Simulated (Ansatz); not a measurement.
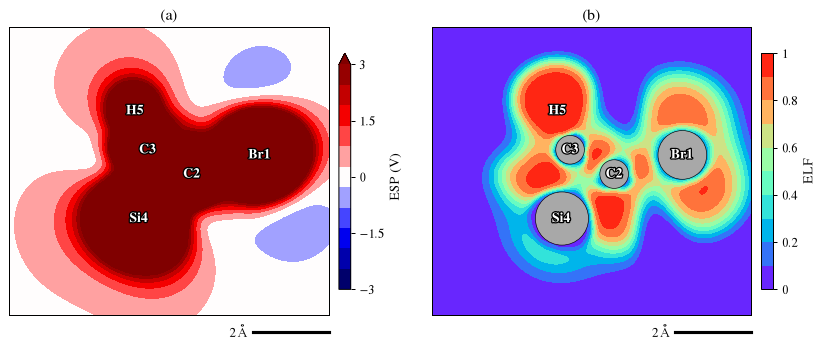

Figure 1: C₂H₃BrSi (SMILES BrC1=C[SiH2]1). (a) molecular electrostatic potential; (b) ELF on the plane of atoms C2, Si4 and C3. Grey discs cover the atomic cores in the ELF map.

Geometry: PBE0-D4/def2-TZVP.

Method: RKS PBE0-D4/def2-TZVPP (Ansatz).

```xyz
7

Br   -1.4138   -2.3170    0.4096
C    -0.4070   -0.7709    0.1488
C     0.8337   -0.3952    0.4219
Si   -0.1141    0.9192   -0.4090
H     1.7117   -0.8250    0.8854
H    -0.6428    2.0840    0.3387
H     0.0934    1.2369   -1.8411
```

> Read the bonding off the picture.

- Atoms in the plane: Br, C, Si and H.
- C–C (1.32 Å): the ELF peaks at about 0.90 between the atoms; a multiple bond.
- C–Si (1.80 Å): the ELF peaks at about 0.80 between the atoms, as expected for localised, covalent bonding.
- C–Br (1.86 Å): the ELF peaks at about 0.85 between the atoms: localised, covalent bonding.
- C–H (1.08 Å): the ELF climbs to about 1 towards the hydrogen, as it does in any bond to H: a covalent bond by its length.
- The ELF also peaks beside Br1, away from the bonds: lone-pair regions.
- Outside the dense part of the molecule the potential is most negative (−0.5 V) near Br1.
